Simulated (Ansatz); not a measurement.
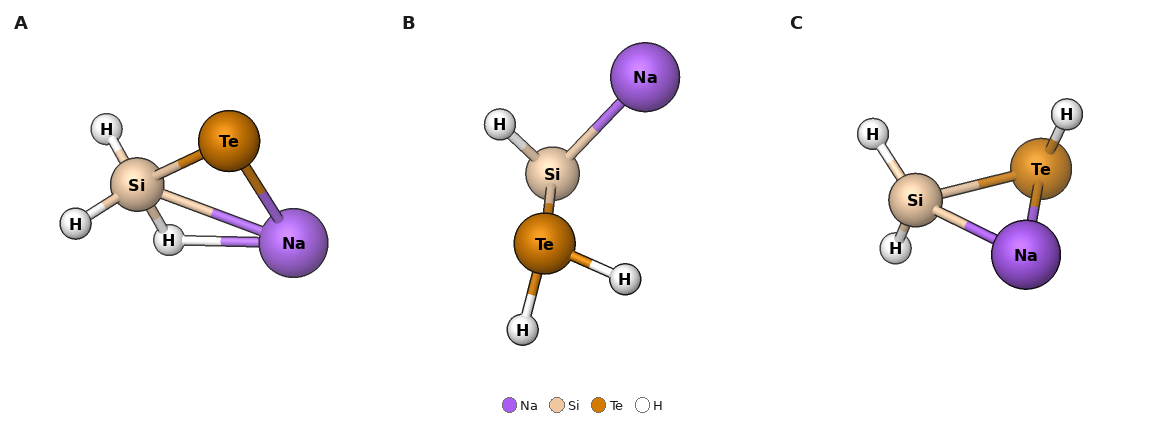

3 stationary structures of one formula. Geometries: PBE0-D4/def2-TZVP. Electronic energies: RHF-CCSD(T) (frozen core)/def2-TZVPP (Ansatz 0.2.0), without zero-point energy. No frequency run is at hand to confirm each as a minimum.

### Which structure is the most stable?

A is lowest (Cs); C lies 1.366 eV above it (C1), B lies 3.670 eV above it (C1).
